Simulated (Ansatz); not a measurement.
# One shape, several levels: CH2AlN (AlH2(CN))

Wanted: a comparison of 6 runs (HF/STO-3G, BLYP/STO-3G, PBE/STO-3G, r2SCAN0/STO-3G, UMP2/STO-3G, BCCD(T)/STO-3G) of CH2AlN (AlH2(CN)). 

Program for the calculation: Ansatz 0.2.0.

65 further runs of the same task are left out: 13 that didn't finish, 52 set aside as unsound or not needed.

### 1 The structure to begin with

CH2AlN: 5 atoms, total charge 0, spin state singlet. SMILES: `[H][Al]([H])[C]#N`. The N5–C4 distance was set to 1.731 Å, away from the relaxed value.

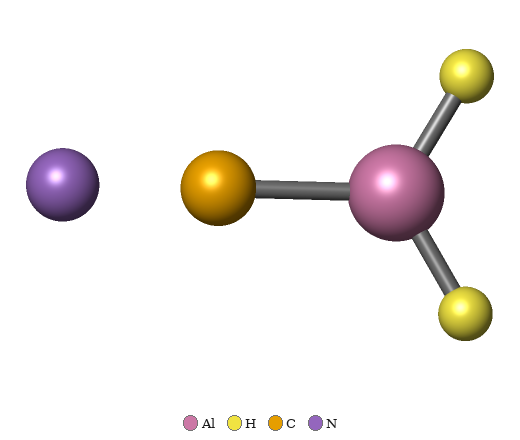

Viewed from a chosen angle; aluminium pink, hydrogen yellow, carbon amber, nitrogen purple.

### 2 The energy at HF/STO-3G (run 1)

File input.yaml:

```yaml
crystal:
  periodic: [false, false, false]
  atoms:
    - {symbol: Al, position_ang: [0.638927, 1.117484, 0.014605]}
    - {symbol: H, position_ang: [2.183177, 1.119814, 0.065405]}
    - {symbol: H, position_ang: [-0.124633, 2.461244, -0.017175]}
    - {symbol: C, position_ang: [-0.349123, -0.594346, -0.008085]}
    - {symbol: N, position_ang: [-1.205910, -2.098530, -0.028080]}
basis:
  gaussian: {orbitals: STO-3G}
hamiltonian: {xc: hf}
accuracy: high
```

On the command line:

```bash
$ ansatz run input.yaml --threads 1 --pin off --max-ram 2610MiB --events-out events.jsonl --progress --plain --runs-dir runs
```

Standard output:

```text
Warning: RAYON_NUM_THREADS=1 ignored (pool sized by the plan → 1); use --threads N
Functional definition: HF
  name "HF"
  exchange = exact_x
  correlation = 0
362 factors; integrals over basis functions are off by at most 3.7e-9 eV
mean field evaluation 1: about -8990.5632 eV, gradient 6.6e1 eV
mean field evaluation 2: about -8990.5651 eV, gradient 6.6e1 eV
mean field evaluation 4: about -9002.4460 eV, gradient 3.3e1 eV
mean field evaluation 8: about -9005.4922 eV, gradient 2.0e0 eV
mean field evaluation 16: about -9006.7272 eV, gradient 1.9e-3 eV
mean field evaluation 32: about -9006.5982 eV, gradient 3.9e-1 eV
mean field evaluation 64: about -9006.3837 eV, gradient 5.2e-1 eV
mean field evaluation 96: about -9004.5226 eV, gradient 1.0e0 eV
mean field evaluation 128: about -9005.4952 eV, gradient 2.0e0 eV
mean field evaluation 160: about -9005.7481 eV, gradient 3.0e0 eV
mean field -9006.72175892 eV, -330.9909196650 hartree, gradient 1.5e-8 eV, S^2 0.000000; 5 other end points of the search recorded, 0 dependent functions left out
reference -9006.72175892 eV, -330.9909196650 hartree; 14, 14 occupied and 7, 7 virtual orbitals, 362 factors
Total energy: -9006.72175892 eV, -330.9909196650 hartree
```

Wall time 0.26 s (1 thread of Arm Neoverse V1, shared host).

### 3 The energy at BLYP/STO-3G (run 2)

File molecule.yaml:

```yaml
crystal:
  periodic: [false, false, false]
  atoms:
    - symbol: Al
      position_ang: [0.638927, 1.117484, 0.014605]
    - symbol: H
      position_ang: [2.183177, 1.119814, 0.065405]
    - symbol: H
      position_ang: [-0.124633, 2.461244, -0.017175]
    - symbol: C
      position_ang: [-0.349123, -0.594346, -0.008085]
    - symbol: N
      position_ang: [-1.205910, -2.098530, -0.028080]
basis:
  gaussian: {orbitals: STO-3G}
hamiltonian: {xc: {name: BLYP}}
accuracy: high
```

On the command line:

```bash
$ ansatz run molecule.yaml --threads 1 --pin off --max-ram 2610MiB --events-out events.jsonl --progress --plain --runs-dir runs
```

Standard output:

```text
Warning: RAYON_NUM_THREADS=1 ignored (pool sized by the plan → 1); use --threads N
Functional definition: BLYP
  name "BLYP"
  parameter beta = 0.0042
  parameter a = 0.04918
  parameter b = 0.132
  parameter c = 0.2533
  parameter d = 0.349
  exchange = b88_x(beta = beta)
  correlation = lyp_c(a = a, b = b, c = c, d = d)
362 factors; integrals over basis functions are off by at most 3.7e-9 eV
mean field evaluation 1: about -9026.0332 eV, gradient 6.1e1 eV
mean field evaluation 2: about -8830.8198 eV, gradient 1.5e2 eV
mean field evaluation 4: about -8997.5076 eV, gradient 8.9e1 eV
mean field evaluation 8: about -9036.4494 eV, gradient 3.7e-1 eV
mean field -9036.45051917 eV, -332.0834314534 hartree, gradient 3.5e-8 eV, S^2 0.000000; 0 other end points of the search recorded, 0 dependent functions left out
reference -9036.45055778 eV, -332.0834328721 hartree; 14, 14 occupied and 7, 7 virtual orbitals, 362 factors
Total energy: -9036.45055778 eV, -332.0834328721 hartree
```

Run time: 1.3 s. Hardware: 1 thread of Arm Neoverse V1, shared host.

Runs 3 to 5 aren't shown in full; the table further down has their settings and results.

### 4 The energy at BCCD(T)/STO-3G (run 6)

File molecule.yaml:

```yaml
crystal:
  periodic: [false, false, false]
  atoms:
    - {symbol: Al, position_ang: [0.638927, 1.117484, 0.014605]}
    - {symbol: H, position_ang: [2.183177, 1.119814, 0.065405]}
    - {symbol: H, position_ang: [-0.124633, 2.461244, -0.017175]}
    - {symbol: C, position_ang: [-0.349123, -0.594346, -0.008085]}
    - {symbol: "N", position_ang: [-1.205910, -2.098530, -0.028080]}
basis:
  gaussian:
    orbitals: STO-3G
correlation:
  method: bccd_t
  frozen_orbitals: {Al: 5, C: 1, H: 0, "N": 1}
scf:
  omitted_lower_state_checks: [cluster_reference, increment]
accuracy: high
```

On the command line:

```bash
$ ansatz run molecule.yaml --threads 1 --pin off --max-ram 2610MiB --events-out events.jsonl --progress --plain --runs-dir runs
```

Standard output, cut to the lines that bear on the results:

```text
Warning: RAYON_NUM_THREADS=1 ignored (pool sized by the plan → 1); use --threads N
[... 2 set-up lines as earlier in the session ...]
[...]
362 factors; integrals over basis functions are off by at most 3.7e-9 eV
[...]
mean field -9006.72175892 eV, -330.9909196650 hartree, gradient 1.5e-8 eV, S^2 0.000000; 11 other end points of the search recorded, 0 dependent functions left out; unrestricted orbitals would lower it
7 core orbitals not correlated: weight in the atoms' cores, before any rotation towards them, 0.999 or more for the frozen orbitals, at most 0.000 for the correlated occupied ones
reference -9006.72175892 eV, -330.9909196650 hartree; 7, 7 occupied and 7, 7 virtual orbitals, 362 factors
second order -4.05569841 eV of doubles, -0.00000000 eV of singles
cycle   1  -4.81402588 eV  change   -7.6e-1 eV  update   2.5e-1
[...]
cycle  36  -8.92604938 eV  change   6.7e-11 eV  update  1.1e-10
perturbative correction -0.25236232 eV, -0.0092741441 hartree
Total energy: -9015.90017062 eV, -331.3282200736 hartree
Checks for a lower state left out: cluster_reference, increment
```

Wall time 0.53 s (1 thread of Arm Neoverse V1, shared host).

### 5 Overview of the runs

```
run           level  frozen core orbitals  energy (Eh)  wall time
  1       HF/STO-3G                     –  -330.990920     0.26 s
  2     BLYP/STO-3G                     –  -332.083433      1.3 s
  3      PBE/STO-3G                     –  -331.872777      1.2 s
  4  r2SCAN0/STO-3G                     –  -331.996048      2.9 s
  5     UMP2/STO-3G                     7  -331.255919     0.44 s
  6  BCCD(T)/STO-3G                     7  -331.328220     0.53 s
```

### 6 What came out

| quantity | value |
| --- | --- |
| run 6: total energy | -331.32822 Eh |
| run 6: correlation energy (7 core orbitals frozen) | -337.3 mEh |
| run 6: (T) correction | -9.27 mEh |

Below the HF energy at the same shape and in the same basis (STO-3G): UMP2 -265.0 mEh; BCCD(T) -337.3 mEh. Some of these start from another determinant than that one, so these aren't their correlation energies. Totals of different functionals can't be ranked against each other. In run 6 the log says that unrestricted orbitals would lower the reference, so the values rest on an unstable closed-shell determinant (other closed-shell runs at this shape may share the fault). In runs 1, 2, 3, 4, 5, 6 the basis is minimal, so the values are rough. Spin contamination of the reference: run 5 ⟨S²⟩ = 2.11. Where it is this large, the reference is a mixture of spin states, and values that rest on it are in doubt. All runs together took 6.7 s, the longest 2.9 s.
